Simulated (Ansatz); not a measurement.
# CH₇GeN: what the fields show

Input

```
crystal:
  periodic: [false, false, false]
  atoms:
    - {symbol: Ge, position_ang: [-0.270665, 0.097498, 0.644361]}
    - {symbol: N, position_ang: [1.466329, -0.527170, 0.703260]}
    - {symbol: C, position_ang: [-0.819459, 0.107232, -1.222524]}
    - {symbol: H, position_ang: [-0.193777, 0.792760, -1.796737]}
    - {symbol: H, position_ang: [-0.439551, 1.518247, 1.244268]}
    - {symbol: H, position_ang: [-1.100794, -0.888858, 1.487003]}
    - {symbol: H, position_ang: [1.796495, -0.722425, 1.638758]}
    - {symbol: H, position_ang: [2.136224, 0.087862, 0.260652]}
    - {symbol: H, position_ang: [-0.717134, -0.893949, -1.642159]}
    - {symbol: H, position_ang: [-1.857668, 0.428800, -1.316880]}
basis:
  gaussian: {orbitals: def2-TZVPP}
hamiltonian: {xc: pbe0, dispersion: d4}
output: {orbitals: {seedname: orbitals}}
```

Run with:

```sh
ansatz run in.yaml --threads 4 --pin off --events-out ev --progress --plain --max-ram 9574MiB
```

The reactant side of a reaction path; geometry: PBE0-D4/def2-TZVP.

These are results of Ansatz, RKS PBE0-D4/def2-TZVPP, not measurements.

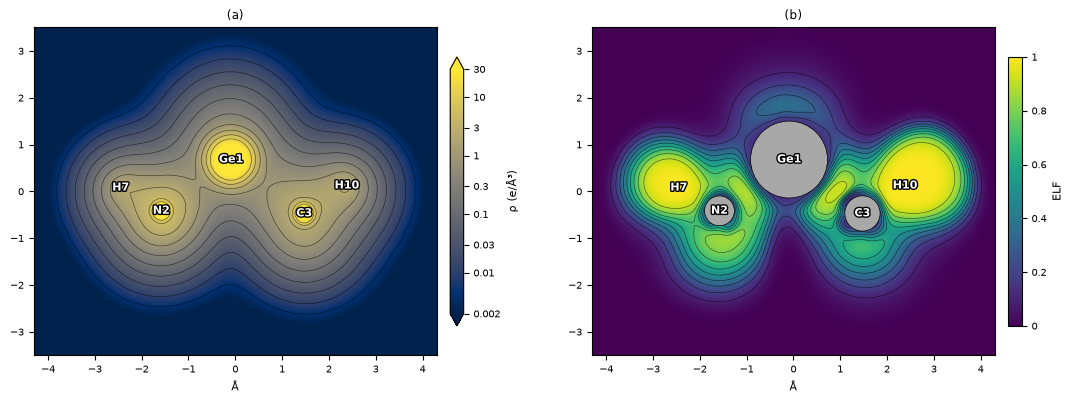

Figure 1. (a) total electron density; (b) electron localisation function on the plane of atoms N2, Ge1 and C3. Grey discs cover the atomic cores in the ELF map.

> Describe what can be read from this map.

The plane passes through Ge, N, C and H nuclei.
Ge–N (1.85 Å): ρ is about 0.96 e/Å³ halfway; the ELF peaks at about 0.90 in the valence shell of N, 0.6 Å from its nucleus, and is about 0.45 at the midpoint.
C–Ge (1.95 Å): ρ at the midpoint is about 0.89 e/Å³; the ELF peaks at about 0.90 in the valence shell of C, 0.7 Å from its nucleus, and is about 0.70 at the midpoint.
N–H (1.01 Å): ρ is about 2.9 e/Å³ halfway; the ELF climbs to about 1 towards the hydrogen, as it does in any bond to H (an ordinary covalent bond to hydrogen).
C–H (1.09 Å): ρ is about 2 e/Å³ halfway; the ELF climbs to about 1 towards the hydrogen: an ordinary covalent bond to hydrogen.

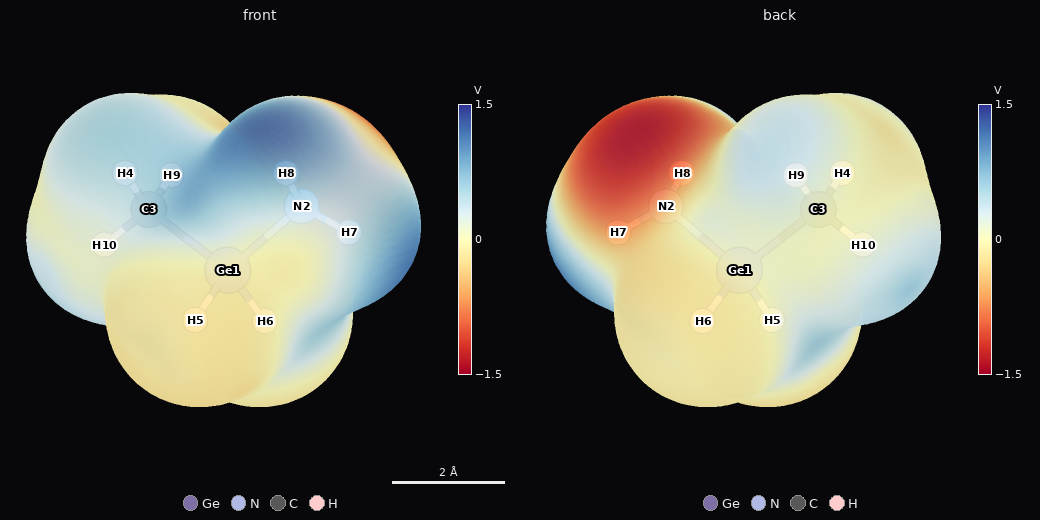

Figure 2. The electrostatic potential painted on the density surface at 0.001 e/bohr³, seen from the front and from behind; the colour scale runs from red (negative) to blue (positive).

> Describe the electrostatic potential map.

The most negative region (about −1.4 V, or −32 kcal/mol for a unit charge) lies over N2, the most positive (about +1.2 V, or +28 kcal/mol for a unit charge) over H7 and H8. N2 is the likeliest acceptor of a hydrogen bond.

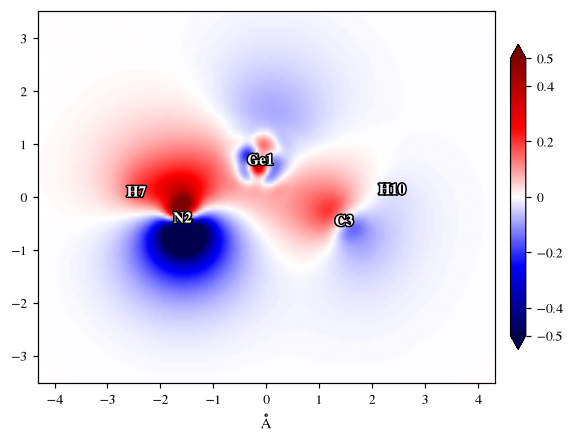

Figure 3. The HOMO on the plane of atoms N2, Ge1 and C3 (values in Å⁻³ᐟ²; the overall sign is arbitrary).

> Describe this orbital and give its energy.

Its weight (Hirshfeld) is mainly on N2 (about 65 %), Ge1 (about 15 %) and H5 (about 10 %). Its energy is −7.16 eV.
